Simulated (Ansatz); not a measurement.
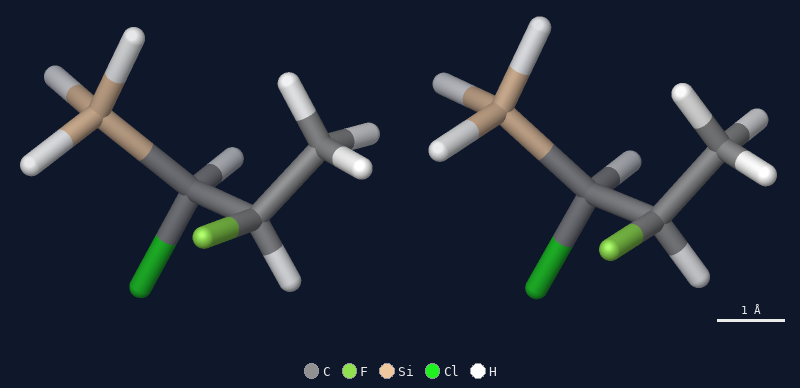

Two geometries of C3H8ClFSi, drawn at one scale. One is the start of a relaxation, the other its converged end. Style: stick. Shown at a tilt.

Computed with Ansatz 0.2.0, RKS r2SCANh/6-31G*. Set-up: no spin polarisation; force threshold 0.015 eV/Å; at most 40 steps.

Which one is relaxed?

Answer. The left one is the relaxed one. The run prepares an end point of a later path (torsion) calculation, from a guessed geometry. An H atom moves most after the best rigid fit: 0.43 Å. By element the largest moves are H 0.43 Å, F 0.23 Å, C 0.13 Å, Si 0.09 Å, Cl 0.09 Å. Among the contacts that change: C–H 1.178 → 1.094 Å, H–Si 1.548 → 1.484 Å, C–F 1.342 → 1.396 Å, C–H 1.045 → 1.093 Å. Bond angles that change, for instance: C–C–Si 119.9° → 114.1°, C–C–C 118.0° → 112.5°, H–C–H 113.7° → 108.5°. The energy falls by 0.446 eV in 10 geometry steps. Largest force component: 3.7 eV/Å at the start, 0.0039 eV/Å at the end. Cost: 40 s on 2 threads of Intel(R) Xeon(R) 6975P-C (Granite Rapids) (shared host), peak memory 0.33 GiB.
